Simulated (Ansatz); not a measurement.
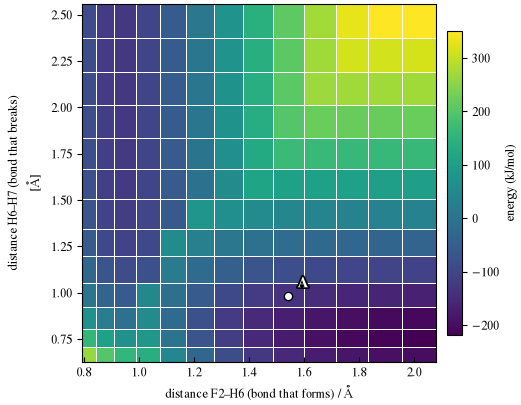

The reacting system ClFH4Si (fragments ClFH₂Si + H₂ where the first distance is long, ClH₃Si + FH where the second is long). 
- The first coordinate is: distance F2–H6 (bond that forms); the second: distance H6–H7 (bond that breaks).
- Relaxed at each point: all other coordinates.
- The scan uses a 13 × 13 grid.
- Points are written as (first, second).
- All energies are given in kJ/mol relative to a guessed transition structure relaxed with its forming and breaking bonds held.
- Energies and slopes of some neighbouring points disagree (a jump in structure or state, or too coarse a mesh). The reference is spin-restricted, so regions where a bond is pulled apart into radicals lie too high.
- All numbers below come from RKS PBE0-D4/def2-SVP in Ansatz.

The picture shows one coloured cell a grid point, the point A.

Which way does the force act at A, and how strong is it?

A, at (1.542 Å, 0.984 Å), is not a stationary point. The computed force is 134 kJ/mol for each Å towards larger values of the first coordinate and 350 kJ/mol for each Å towards smaller values of the second coordinate.
